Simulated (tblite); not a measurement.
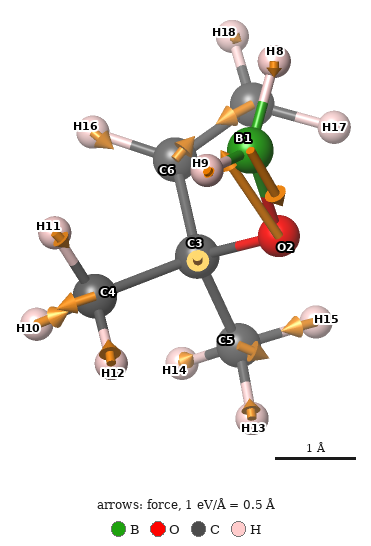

Starting geometry of C5H11BO with the computed forces as orange arrows. Style: ball-and-stick. Shown from a free direction.

Computed with GFN2-xTB geometry optimisation, gas phase in tblite. 

Is this structure relaxed? If not, where do the atoms go?

Answer. It isn't relaxed: the largest force vector, on the O atom, is 3.02 eV/Å. The final displacements have little in common with the starting forces (cosine between the two patterns 0.13). The atom that moves furthest after the best rigid fit is an H atom (1.72 Å). By element the largest moves are H 1.72 Å, C 0.38 Å, B 0.25 Å, O 0.12 Å. Among the contacts that change: B–O 1.490 → 1.321 Å, C–H 1.126 → 1.087 Å, C–C 1.534 → 1.511 Å, C–C 1.338 → 1.318 Å. Bond angles that change, for instance: B–O–C 112.8° → 126.7°, O–B–H 120.6° → 114.6°, C–C–H 119.1° → 113.6°. Groups turn about B–O by about 90°, C–C by about 40°. The energy falls by 1.247 eV in 171 geometry steps. The run took 1.6 s on 1 thread of Arm Neoverse N1, on a shared host.
